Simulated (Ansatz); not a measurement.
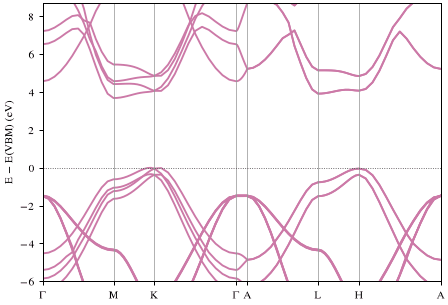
*Band structure from the program Ansatz at the LDA level (PAW)*

The gap is 3.68 eV; an edge lies off the plotted path or next to a special point (maximum on the K–Γ line, 5 % of the way from K, minimum at M).

Task: Pick the material that matches.
(A) CsCdBr3, P6_3/mmc (Cs on 2d, Cd on 2a, Br on 6h)
(B) AlN, wurtzite
(C) BN, P6_3/mmc (B on 4f, N on 4f)
(D) Sr2H3NO6, P-62m (Pearson symbol hP12)

Result: C, BN, P6_3/mmc (B on 4f, N on 4f)

The cell is a constructed one: a structure type filled with these elements. Its sites differ from those of the usual phase in this space group: another stacking or structure type. Symmetry was held in the LDA relaxation; phonons on a q-mesh show weakly imaginary modes. The volume moved by 53 % from the start of the relaxation. A crystal of weakly bound layers computed without a dispersion correction: the cell and the soft elastic constants depend strongly on that.

Potentials: the later of the program's two PAW sets.
